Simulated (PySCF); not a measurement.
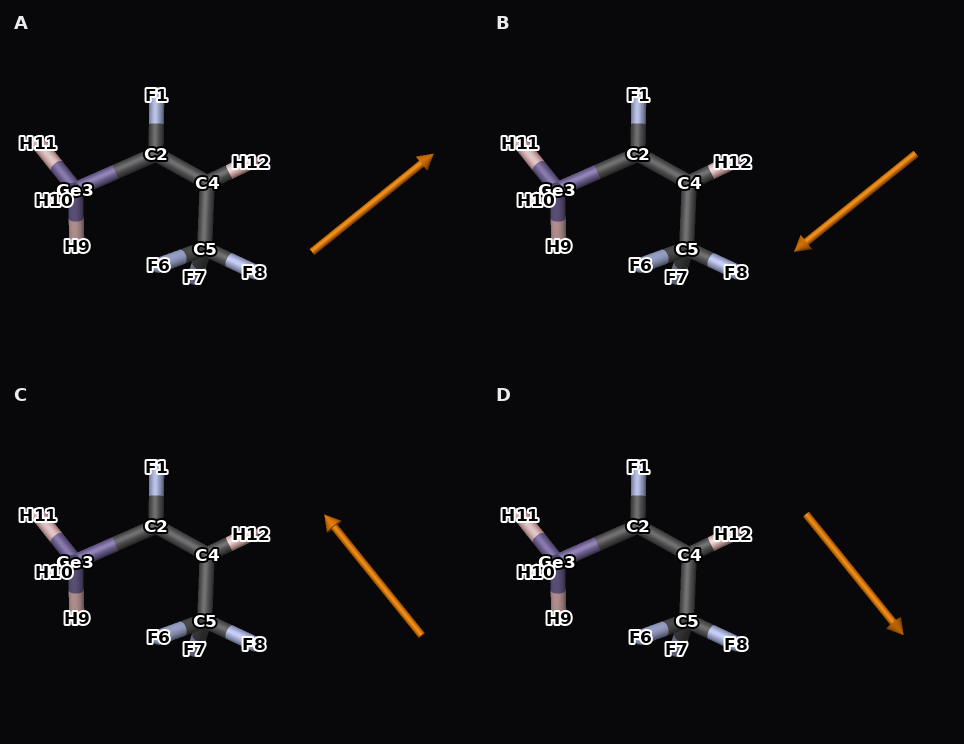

The same molecule four times, each with an arrow. The geometry was computed by an optimisation with GFN2-xTB. No frequency run is at hand to confirm it as a minimum. Level of theory: CAM-B3LYP/def2-SVPD, gas phase (PySCF 2.14.0).

Question: Which arrow points along the dipole moment, from the negative to the positive end?

Answer: C. The dipole moment is 0.95 D; it points from the side of F8 to the side of H11 (the outermost atoms at the two ends).

The geometry is semi-empirical. Around Ge such bond lengths and angles can be off by a tenth of an ångström or more and by several degrees, and values that hang on the shape move with them.
